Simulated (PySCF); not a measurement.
# CH2ClN (SMILES [H]/N=C/Cl) at 6 levels

We compute a comparison of 6 runs (HF/6-31G, HF/6-31G**, HF/def2-SVP, HF/6-311G**, HF/aug-cc-pVDZ, B3LYP/6-31G*) of CH2ClN. The job is set up through a Python script.

The results are computed with PySCF 2.14.0.

### 1 The structure to begin with

The species is CH2ClN (5 atoms), meant as a singlet with charge 0. SMILES: `[H]/N=C/Cl`. The shape is that of a PBE0-D4/def2-TZVP optimisation.

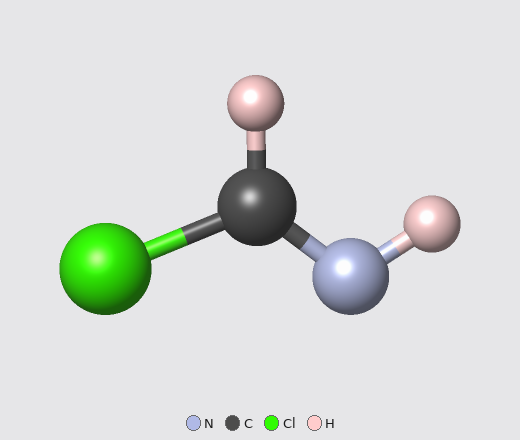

Viewed from a chosen angle; nitrogen light blue, carbon dark grey, chlorine green, hydrogen pink.

### 2 Energy and gradient at HF/6-31G (run 1)

run.py

```python
# N=CCl
import pyscf.grad
from pyscf import gto, scf

mol = gto.M(
    atom=[
    ('N', (-0.754800, -0.588400, -0.272200)),
    ('C', (0.240900, 0.066200, 0.096600)),
    ('Cl', (1.513100, -0.680300, 0.999000)),
    ('H', (-1.400600, 0.006400, -0.789200)),
    ('H', (0.451300, 1.122600, -0.075600)),
],
    verbose=3,
    charge=0,
    basis='6-31g',
    max_memory=1860,
)

mf = scf.RHF(mol)
mf.conv_tol = 1e-10
mf.kernel()
if not mf.converged:
    mf = mf.newton().run(mf.mo_coeff, mf.mo_occ)

e_tot = mf.e_tot
print(f'total energy: {e_tot:.8f} hartree')
grad = mf.Gradients().kernel()
mf.analyze()
```

Started as:

```sh
OMP_NUM_THREADS=1 python run.py
```

Output:

```text
converged SCF energy = -552.85733403195
[... 14 lines left out ...]
MO #5   energy= -8.0401999813748   occ= 2
[... 5 lines left out ...]
MO #11  energy= -0.747425394197986 occ= 2
[... 5 lines left out ...]
MO #17  energy= 0.134710199337721  occ= 0
[... 5 lines left out ...]
MO #23  energy= 0.637391347575607  occ= 0
[... 5 lines left out ...]
MO #29  energy= 1.01231247254967   occ= 0
[... 5 lines left out ...]
MO #35  energy= 1.61643029293872   occ= 0
[... 6 lines left out ...]
Dipole moment(X, Y, Z, Debye): -0.79483,  3.17780, -1.30262
```

It took 7.6 s on 1 thread of Intel Xeon at 2.50GHz (Skylake/Cascade Lake), shared host; peak memory 0.12 GiB.

### 3 Energy and gradient at HF/6-31G(d,p) (spherical functions) (run 2)

job.py

```python
# N=CCl
from pyscf import gto

mol = gto.M(
    atom='''
N       -0.754800      -0.588400      -0.272200
C        0.240900       0.066200       0.096600
Cl       1.513100      -0.680300       0.999000
H       -1.400600       0.006400      -0.789200
H        0.451300       1.122600      -0.075600
''',
    max_memory=1860,
    verbose=4,
    basis='6-31g**',
)

mf = mol.RHF()
mf.conv_tol = 1e-10
mf.kernel()
if not mf.converged:
    mf = mf.newton().run(mf.mo_coeff, mf.mo_occ)

e_tot = mf.e_tot
print('E(%s) = %.9f' % ('HF', e_tot))
grad = mf.nuc_grad_method().kernel()
dip = mf.dip_moment()
pop, q = mf.mulliken_pop()
```

Started as:

```sh
OMP_NUM_THREADS=1 python job.py
```

Output:

```text
PySCF version 2.14.0

[... 61 lines left out ...]
converged SCF energy = -552.937689559122
[... 12 lines left out ...]
Dipole moment(X, Y, Z, Debye): -0.55623,  2.74793, -1.05439
[... 62 lines left out ...]
charge of    4H =      0.17460
```

Wall time 9.4 s (1 thread of Intel Xeon at 2.50GHz (Skylake/Cascade Lake), shared host); peak memory 0.12 GiB.

Runs 3 to 5 aren't shown in full; the table further down has their settings and results.

### 4 Energy and forces at B3LYP/6-31G(d) (spherical functions) (run 6)

input.py

```python
from pyscf import gto, dft

system = gto.Mole()
system.atom = '''
N       -0.754800      -0.588400      -0.272200
C        0.240900       0.066200       0.096600
Cl       1.513100      -0.680300       0.999000
H       -1.400600       0.006400      -0.789200
H        0.451300       1.122600      -0.075600
'''
system.max_memory = 1860
system.basis = '6-31g*'
system.verbose = 3
system.build()

mf = dft.RKS(system)
mf.xc = 'b3lyp'
mf.conv_tol = 1e-10
mf.grids.level = 5
mf.kernel()
if not mf.converged:
    mf = mf.newton().run(mf.mo_coeff, mf.mo_occ)

e_tot = mf.e_tot
print('E = %.10f Eh' % e_tot)
grad = mf.nuc_grad_method().kernel()
mf.analyze()
```

Started as:

```sh
OMP_NUM_THREADS=1 python input.py
```

Output:

```text
converged SCF energy = -554.224685049334
[... 14 lines left out ...]
MO #5   energy= -7.23191828758041  occ= 2
[... 8 lines left out ...]
MO #14  energy= -0.323821592590834 occ= 2
[... 8 lines left out ...]
MO #23  energy= 0.426389121658613  occ= 0
[... 8 lines left out ...]
MO #32  energy= 0.83281733549401   occ= 0
[... 8 lines left out ...]
MO #41  energy= 1.45172305005517   occ= 0
[... 8 lines left out ...]
MO #50  energy= 2.75677432833334   occ= 0
[... 6 lines left out ...]
Dipole moment(X, Y, Z, Debye): -0.54119,  2.41768, -0.95615
```

It took 26 s on 1 thread of Intel Xeon at 2.50GHz (Skylake/Cascade Lake), shared host; peak memory 0.51 GiB.

### 5 The series

```
run                               level  integration grid  energy (Eh)  dipole moment (D)  HOMO energy (eV)  LUMO energy (eV)  wall time
  1                            HF/6-31G                 –  -552.857334               3.53            -11.71              3.67      7.6 s
  2    HF/6-31G** (spherical functions)                 –  -552.937690               3.00            -11.62              3.96      9.4 s
  3                         HF/def2-SVP                 –  -552.735907               2.92            -11.57              3.92      4.5 s
  4                         HF/6-311G**                 –  -552.985128               2.98            -11.70              3.75       11 s
  5                      HF/aug-cc-pVDZ                 –  -552.977234               2.78            -11.76              0.83       22 s
  6  B3LYP/6-31G* (spherical functions)                 5  -554.224685               2.66             -8.06             -0.58       26 s
```

### 6 Summary of results

```
                       quantity          value
            run 6: total energy  -554.22469 Eh
           run 6: dipole moment         2.66 D
             run 6: HOMO energy       -8.06 eV
             run 6: LUMO energy       -0.58 eV
           run 6: HOMO–LUMO gap        7.49 eV
run 6: largest force on an atom     0.772 eV/Å
```

The dipole moment (its size) runs from 2.66 D (B3LYP/6-31G*) to 3.53 D (HF/6-31G). The two ends differ in method and basis. The HOMO–LUMO gap runs from 7.49 eV (B3LYP/6-31G*) to 15.58 eV (HF/6-31G**). All runs together took 80 s, the longest 26 s.
